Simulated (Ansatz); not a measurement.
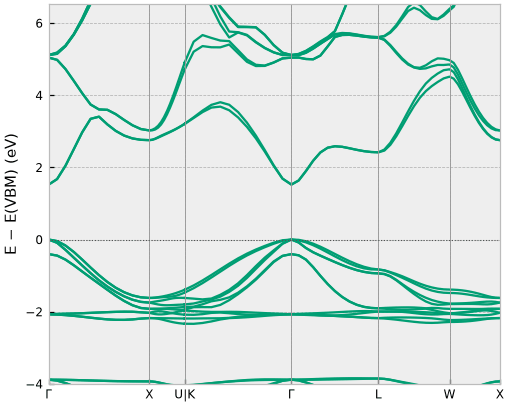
Figure: Band structure from the program Ansatz at the r²SCAN with spin–orbit coupling level (PAW)

The gap is 1.52 eV; an edge lies off the plotted path or next to a special point (maximum on the Γ–X line, 1 % of the way from Γ, minimum at Γ).

The material is CuI (zinc blende, F-43m).

The cell was relaxed with r²SCAN under the symmetry of its start. The run is not spin-polarised.

Potentials: the later of the program's two PAW sets.
